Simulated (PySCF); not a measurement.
## NMR shielding calculation, with input and output: C6H11FSi

System: C6H11FSi.
Method: GIAO PBE0/pcSseg-1 NMR shielding, non-relativistic, gas phase (PySCF 2.14.0).

The geometry comes from this level: GFN2-xTB. Figures and captions count atoms from 1; the log counts them from 0 in places.

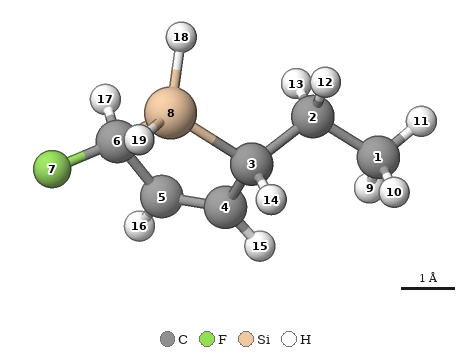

Figure 1. The input geometry (ball-and-stick view, seen at a tilt; atoms are numbered from 1 in the order of the input).

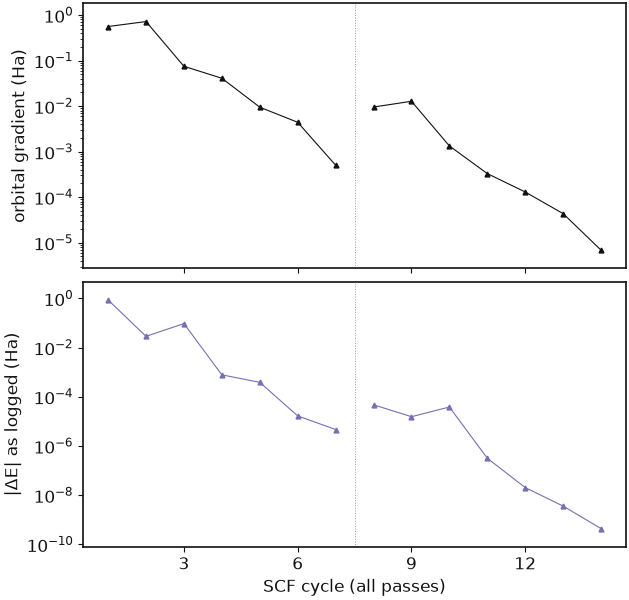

Figure 2. Convergence of the self-consistent field: orbital gradient and size of the energy change against the SCF cycle. The dotted line marks the change from a coarse to the final integration grid. The first 7 cycles use a coarse grid, the final grid takes over at cycle 8, and the field converges after 14 cycles in all.

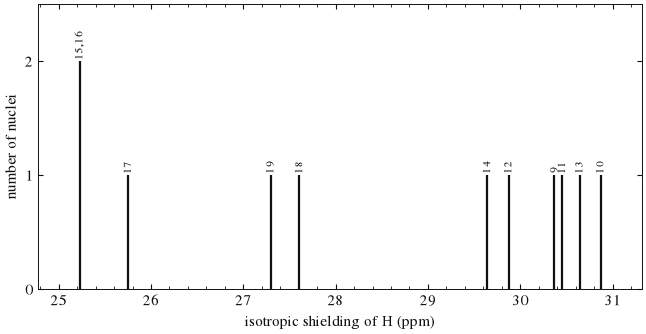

Figure 3. Isotropic shieldings of the hydrogen nuclei in this fixed geometry, labelled by atom number; shielding grows to the right, so chemical shift grows to the left. The least shielded is H15 (25.2 ppm), the most shielded H10 (30.9 ppm).

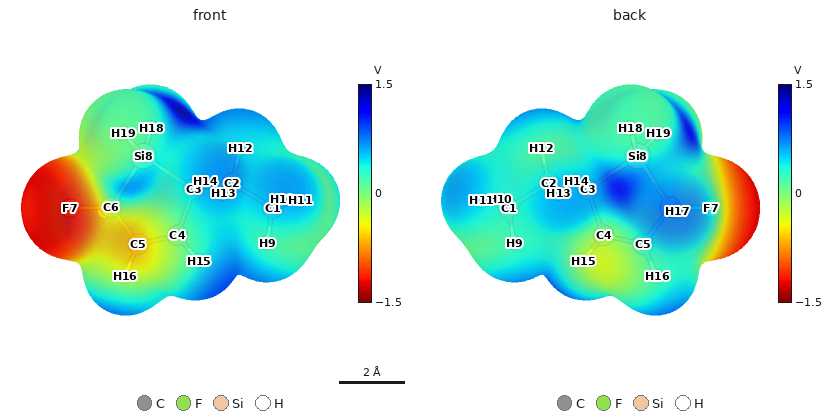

Figure 4. The electrostatic potential painted on the density surface at 0.002 e/bohr³, seen face on and from behind; red is negative and blue positive.

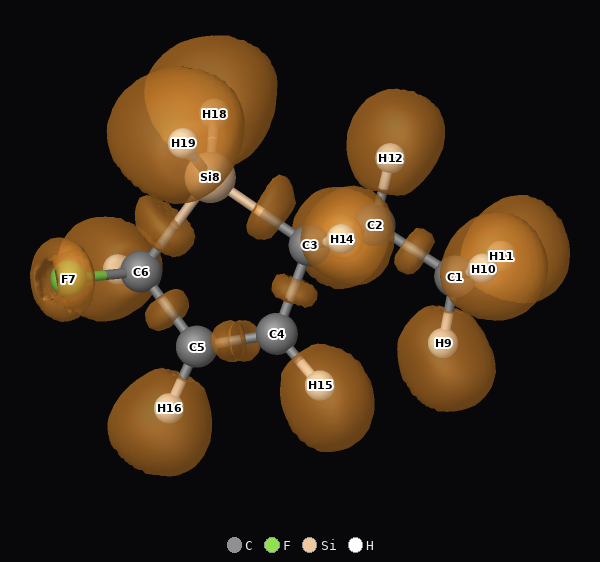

Figure 5. Isosurface of the electron localisation function at 0.85 (orange), seen face on. Only the valence region is drawn (cores and ρ < 0.01 e/Å³ removed). Values along the shortest contacts: C–C (1.32 Å): the ELF peaks at about 0.95 between the atoms (a double or triple bond).

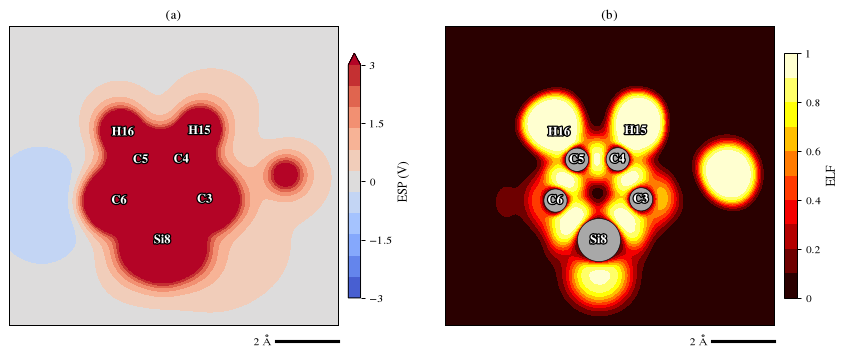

Figure 6. (a) electrostatic potential; (b) ELF on the plane of atoms C3, C4 and H15. Grey discs, where drawn, cover atomic cores. The section cuts through C, Si and H sites. C–C (1.32 Å): the ELF peaks at about 0.95 between the atoms; a double or triple bond. C–Si (1.92 Å): the ELF peaks at about 0.95 between the atoms, as expected for localised, shared-pair bonding.

The input and output of the run follow.

**Input file**
```
{"job": {"kind": "nmr", "xc": "PBE0", "basis": "pcSseg-1"}, "charge": 0, "multiplicity": 1}
C      2.576555    -0.570949    -0.035477
C      1.445799     0.435797    -0.219295
C      0.239685     0.163102     0.692991
C     -0.443901    -1.130424     0.344958
C     -1.676280    -1.112625    -0.134450
C     -2.355598     0.212205    -0.304344
F     -3.607465     0.195217     0.310597
Si    -1.150373     1.471527     0.514795
H      2.267556    -1.566785    -0.342712
H      2.886825    -0.610409     1.007106
H      3.437121    -0.284083    -0.636384
H      1.825108     1.436644    -0.000349
H      1.117263     0.426569    -1.261054
H      0.618954     0.091319     1.717994
H      0.096517    -2.055032     0.486843
H     -2.228656    -2.003982    -0.392018
H     -2.572530     0.403454    -1.363009
H     -0.806241     2.563479    -0.396931
H     -1.680146     1.944228     1.790652
```

The first line tells a small driver script what to run in PySCF; the rest is the geometry in Å.

Launched with:
```bash
OMP_NUM_THREADS=1 python <driver script> task.json out
```

**Log**
```
coarse grid: 16048 points
cycle   1  E = -623.8905087913  dE =  8.565e-01  |g| = 5.589e-01  |ddm| = 3.843e+00
cycle   2  E = -623.8620526143  dE =  2.846e-02  |g| = 7.182e-01  |ddm| = 9.940e-01
cycle   3  E = -623.9558439041  dE = -9.379e-02  |g| = 7.476e-02  |ddm| = 5.681e-01
cycle   4  E = -623.9566187400  dE = -7.748e-04  |g| = 4.087e-02  |ddm| = 8.567e-02
cycle   5  E = -623.9570025111  dE = -3.838e-04  |g| = 9.460e-03  |ddm| = 3.774e-02
cycle   6  E = -623.9570190824  dE = -1.657e-05  |g| = 4.410e-03  |ddm| = 1.080e-02
cycle   7  E = -623.9570237252  dE = -4.643e-06  |g| = 5.036e-04  |ddm| = 4.257e-03
final grid: 149872 points
cycle   8  E = -624.0120116649  dE = -4.709e-05  |g| = 9.541e-03  |ddm| = 3.791e-02
cycle   9  E = -624.0119962840  dE =  1.538e-05  |g| = 1.277e-02  |ddm| = 1.934e-02
cycle  10  E = -624.0120343287  dE = -3.804e-05  |g| = 1.335e-03  |ddm| = 1.105e-02
cycle  11  E = -624.0120346440  dE = -3.153e-07  |g| = 3.300e-04  |ddm| = 1.288e-03
cycle  12  E = -624.0120346642  dE = -2.023e-08  |g| = 1.302e-04  |ddm| = 3.279e-04
cycle  13  E = -624.0120346678  dE = -3.571e-09  |g| = 4.358e-05  |ddm| = 1.270e-04
cycle  14  E = -624.0120346682  dE = -4.352e-10  |g| = 6.865e-06  |ddm| = 4.483e-05
converged SCF energy = -624.0120346682

GIAO shielding tensors (ppm)
atom      isotropic    diamagn.    paramagn.     s11        s22        s33       span
  0 C      169.183     246.708     -77.524    151.481    169.676    186.394     34.913
  1 C      154.355     247.364     -93.009    143.927    152.051    167.087     23.160
  2 C      151.364     251.939    -100.575    135.788    156.549    161.756     25.969
  3 C       40.689     256.870    -216.181    -72.082     45.656    148.492    220.574
  4 C       44.582     255.043    -210.461    -60.560     61.564    132.743    193.302
  5 C       92.585     251.720    -159.135     48.336     81.107    148.311     99.975
  6 F      414.778     470.722     -55.944    375.568    416.033    452.733     77.166
  7 Si     373.351     880.524    -507.174    329.772    369.735    420.545     90.774
  8 H       30.369      30.414      -0.045     25.555     29.862     35.690     10.134
  9 H       30.869      29.621       1.248     27.014     28.809     36.785      9.772
 10 H       30.455      27.906       2.549     25.671     27.705     37.989     12.319
 11 H       29.873      31.517      -1.644     23.506     30.569     35.544     12.038
 12 H       30.643      32.295      -1.652     25.654     31.536     34.739      9.084
 13 H       29.643      32.891      -3.248     26.212     28.380     34.337      8.125
 14 H       25.214      32.966      -7.751     22.931     24.268     28.445      5.514
 15 H       25.238      31.123      -5.885     23.227     25.231     27.257      4.030
 16 H       25.752      30.134      -4.382     22.437     27.308     27.511      5.074
 17 H       27.608      29.455      -1.848     24.237     26.235     32.351      8.114
 18 H       27.295      28.924      -1.629     24.167     25.158     32.560      8.393
```

**Key numbers**

| quantity | value |
| --- | --- |
| outcome | converged |
| total energy | −624.012035 hartree |
| HOMO | −7.43 eV |
| LUMO | −0.05 eV |
| dipole moment | 2.38 D |
| isotropic shielding, C | 40.7 to 169.2 ppm |
| isotropic shielding, F | 414.8 ppm |
| isotropic shielding, Si | 373.4 ppm |
| isotropic shielding, H | 25.2 to 30.9 ppm |
| hardware | 1 CPU thread, shared host |
| wall time | 1.8 min |
| peak memory | 0.82 GiB |
